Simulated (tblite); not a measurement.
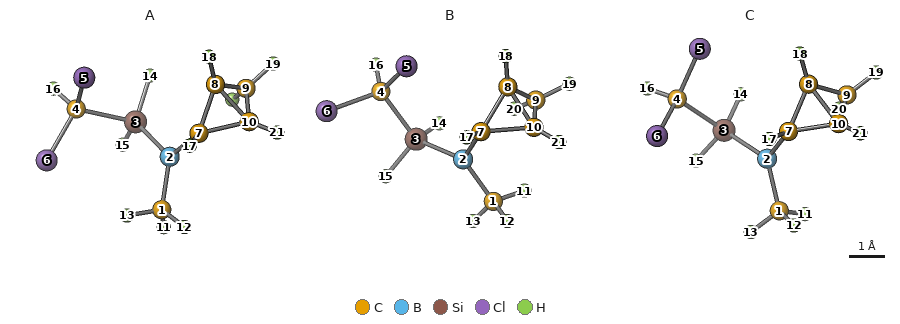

3 geometries from one relaxation of C6H11BCl2Si, in shuffled order. The picture is a ball-and-stick view, seen at a tilt.

Computed with tblite, GFN2-xTB geometry optimisation, gas phase. 

**Order the frames from highest to lowest energy.**

B, C, A. They are steps 0, 94, 229, at +1.156 eV, +0.036 eV relative to the last. After 229 geometry steps the energy has fallen by 1.156 eV. The atom that moves furthest after the best rigid fit is H11 (2.08 Å). By element the largest moves are H 2.08 Å, Cl 1.59 Å, C 1.06 Å, Si 0.81 Å, B 0.25 Å. Among the contacts that change: Si3–C4 1.850 → 1.948 Å, C8–C10 1.414 → 1.474 Å, C4–H16 1.136 → 1.088 Å, C7–C10 1.561 → 1.514 Å. Bond angles that change, for instance: B2–C7–C10 107.4° → 126.6°, B2–Si3–H14 107.3° → 121.0°, B2–C7–H17 120.5° → 111.7°. Groups turn about Si3–C4 by about 40°. The run took 5.2 s on 1 thread of Arm Neoverse N1 (shared host).
